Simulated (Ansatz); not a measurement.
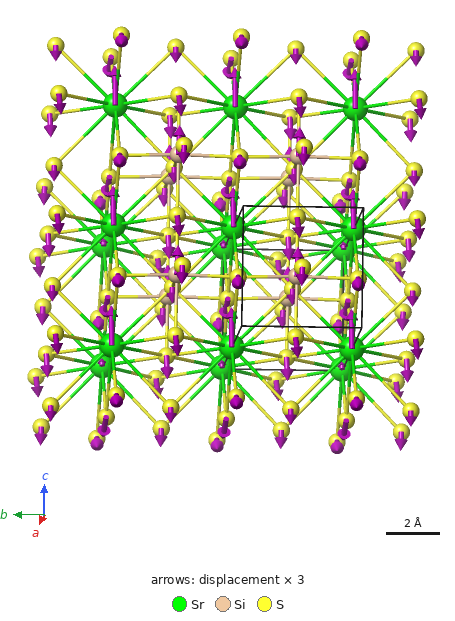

A relaxation of a crystal of SrSiS3 (built on the cubic perovskite type). The starting structure is drawn; purple arrows show the displacements (the part carried along by the change of the cell is left out), magnified 3 times.

A ball-and-stick model of the cell of the calculation, repeated 1 × 2 × 2 with one cell outlined, seen from a free direction.

Case: shaken.

Theory: Ansatz, DFT, PBEsol, plane waves, PAW. (plane-wave cutoff 420 eV; k-point mesh 2 × 4 × 4; occupations fermi dirac; smearing width 0.05 eV; no spin polarisation; cell and atoms relaxed; force threshold 0.01 eV/Å; at most 120 steps)

### What happened in the run?

The atom that moves furthest relative to the cell is a Sr atom (0.51 Å along +c). Largest moves by element: Sr 0.51 Å, S 0.42 Å, Si 0.41 Å. The volume changes by +8.5 %, with a 9.277 → 8.781 Å (−5.3 %), b 4.561 → 4.298 Å (−5.8 %), c 4.622 → 5.622 Å (+21.6 %), α 90.8° → 90.0°, β 89.9° → 90.0°. Some distances before and after: S–Si 2.287 → 3.499 Å, S–Si 2.349 → 3.499 Å, S–Sr 3.313 → 4.398 Å, S–Sr 3.342 → 4.398 Å. Bonds break: S–Si (2.29 → 3.50 Å), S–Si (2.35 → 3.50 Å), S–Sr (3.31 → 4.40 Å), S–Sr (3.34 → 4.40 Å). Bond angles that change, for instance: S–Si–S 176.3° → 139.7°, Si–S–Si 176.3° → 139.7°, Si–S–Si 173.7° → 139.7°. The space group (tolerance 0.01 Å) goes from P1 (No. 1) to Pmm2 (No. 25). The energy falls by 1.538 eV per cell of the calculation in 17 accepted moves (19 points after the start). The largest force component goes from 0.25 to 0.0018 eV/Å. Pressure: 0.57 GPa at the start and 0.00 GPa at the end. At 2 points the geometry stayed and the basis and grid were re-selected for the new cell (energy shift of 24.3 meV per cell of the calculation at most each time).
